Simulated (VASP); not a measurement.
Band structure of MgI$_{2}$ (1T layered). Computed with PW91 GGA, VASP's PBE PAW potentials (set 64) (plane waves; VASP).

Without a dispersion term in the relaxation, distances and binding between the weakly bound layers, chains or molecules are unreliable, and so is what depends on them. Unless said otherwise, spin-orbit coupling is left out, though it shifts the bands of the heavy elements here.

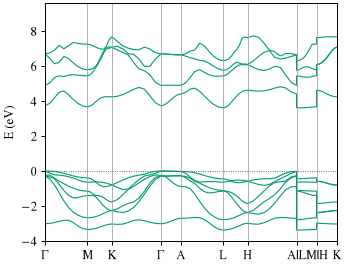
Figure. Bands along high-symmetry lines, zero at the valence-band maximum or, without a gap, the Fermi level

Task: Read the plot: is there a gap, and where are the band edges?

Result: The gap is indirect, 3.62 eV, from the valence maximum at Γ to the conduction minimum at L-M at 0.11. (Edges off the drawn lines would not show.)

The compound is MgI2 in the 1T layered structure. It was relaxed first, which changed the volume by +15 %.
